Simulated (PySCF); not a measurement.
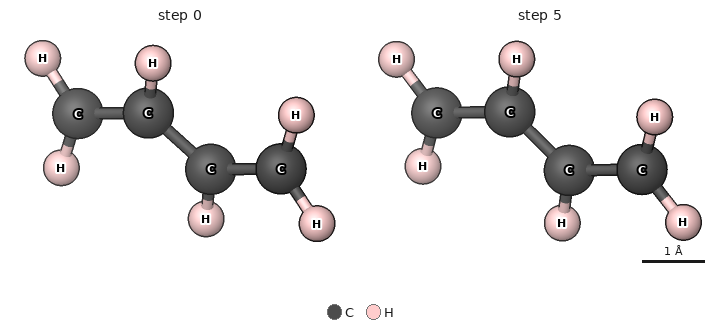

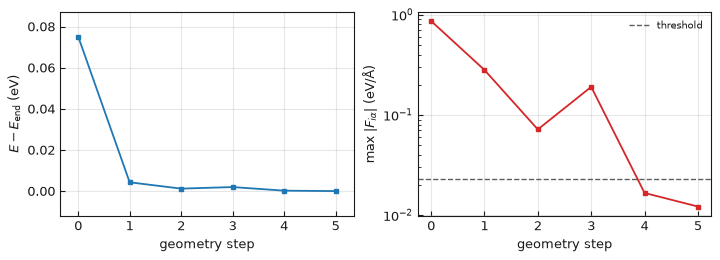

First and last geometry of a relaxation of C4H6 (multiplicity 3), with the history of the run. A ball-and-stick model, seen at a tilt.

The start comes from GFN2-xTB.

These are results of PBE0-D3(BJ)/def2-SVP geometry optimisation, gas phase (PySCF), not measurements. 

What do the curves and the structures tell?

Answer. It converged. After 5 geometry steps the energy has fallen by 0.075 eV. The largest force component goes from 0.86 to 0.012 eV/Å. The atom that moves furthest after the best rigid fit is an H atom (0.13 Å). By element the largest moves are H 0.13 Å, C 0.05 Å. Near-neighbour distances that change, for instance: C–C 1.426 → 1.453 Å, C–H 1.074 → 1.093 Å, C–C 1.365 → 1.357 Å.

```
step  E − E(0), eV  largest force component, eV/Å
   0        0.0000                         0.8647
   1       -0.0709                         0.2809
   2       -0.0740                         0.0717
   3       -0.0732                         0.1907
   4       -0.0749                         0.0167
   5       -0.0752                         0.0122
```
